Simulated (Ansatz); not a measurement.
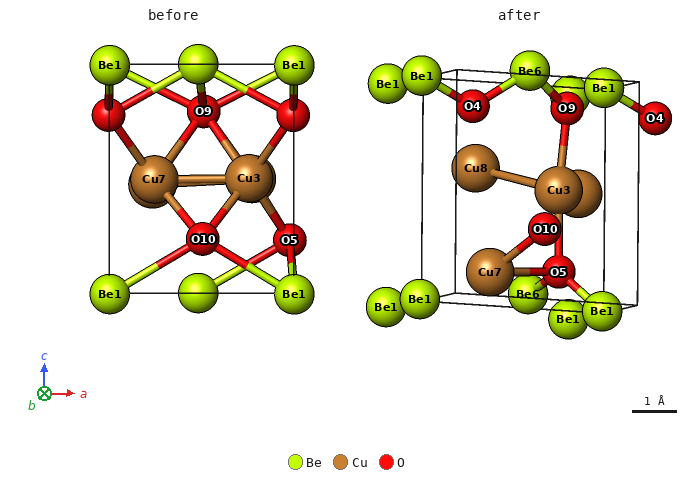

The structure of a crystal of BeCu$_{2}$O$_{2}$ (built on the BaCu2S2-139 type type) before (left) and after (right) a relaxation, at one scale.

A ball-and-stick model of the cell of the calculation, reduced to other axes, seen along the b axis. Lengths and directions refer to the drawn axes.

Case: shaken.

The calculation used Ansatz 0.2.0, DFT, PBEsol, plane waves, PAW.

Input file:
```yaml
crystal:
  lattice:
    - [-1.5668232547, 1.5660604789, 5.3044358283]
    - [1.5696185711, -1.5770755655, 5.3084483457]
    - [3.0202152884, 3.0407199101, -10.6152723716]
  atoms:
    - { symbol: Be, position: [0.0024604809, -0.005093872, -0.0034822161] }
    - { symbol: Cu, position: [0.7171367568, 0.2367960948, 0.2266400535] }
    - { symbol: Cu, position: [0.2415687116, 0.741054471, 0.2423019665] }
    - { symbol: O, position: [0.5949525554, 0.6327859047, 0.0030451648] }
    - { symbol: O, position: [0.4006789994, 0.4091383225, 0.0208528596] }
    - { symbol: Be, position: [0.0206616641, 0.0131904111, 0.517200121] }
    - { symbol: Cu, position: [0.7539558454, 0.2580527415, 0.7543601881] }
    - { symbol: Cu, position: [0.2645681219, 0.7896165808, 0.7649470884] }
    - { symbol: O, position: [0.5807540457, 0.6002113775, 0.4876258735] }
    - { symbol: O, position: [0.3617526682, 0.3874279038, 0.4931139864] }
kpoints:
  mp_grid: { grid: [6, 6, 6] }
hamiltonian:
  xc: pbesol
scf:
  occupations: { method: fermi_dirac, width: 0.05 }
relax:
  f_tol: 0.01
  cell: {}
  max_steps: 120
```

Launched with:
```bash
ansatz run input.yaml --threads 2 --pin off --max-ram 2211MiB --backend cpu --events-out ev --progress --plain --runs-dir out
```

Question: Summarise the run.

Answer: The run was cut off at its time limit before the relaxation converged, so the last structure is only a point on the way. Cu7 moves most relative to the cell: 2.25 Å roughly along [0 −1 −1]. By element the largest moves are Cu 2.25 Å, Be 1.53 Å, O 1.35 Å. Cell: a 4.280 → 4.305 Å (+0.6 %), b 4.440 → 4.761 Å (+7.2 %), c 5.748 → 5.778 Å (+0.5 %), α 112.6° → 118.2°, β 90.0° → 88.5°, γ 90.1° → 109.5°. Volume −3.6 %. Near-neighbour distances that change, for instance: Cu7–O9 5.003 → 1.931 Å, Be1–O9 2.428 → 4.798 Å, Cu7–O9 (another image) 2.225 → 4.417 Å, Cu3–Cu7 2.089 → 4.073 Å. New bonds form, among them: Cu7–O9 (another periodic image) (5.00 → 1.93 Å), O5–Cu7 (another periodic image) (3.61 → 2.18 Å). Bonds break, among them: Cu2–O5 (2.00 → 3.15 Å), Cu7–O9 (2.23 → 4.42 Å), O5–Cu7 (2.12 → 3.48 Å), O5–Cu8 (2.01 → 3.24 Å). Bond angles that change, for instance: Cu3–Cu2–Cu8 92.2° → 162.1°, Cu8–Cu2–Cu8 173.2° → 114.0°, Cu3–Cu2–O4 59.4° → 116.9°. The space group stays P1 (No. 1). Over 34 accepted moves (36 points after the start) the energy falls by 1306 meV per atom. Largest force component: 3.4 eV/Å at the start, 0.016 eV/Å at the end. The pressure goes from 7.32 to −0.03 GPa. The line search rejected the trial steps at points 25, 27 of the run. The run took 25 min on 2 threads of Arm Neoverse V2, on a shared host, peak memory 0.73 GiB.
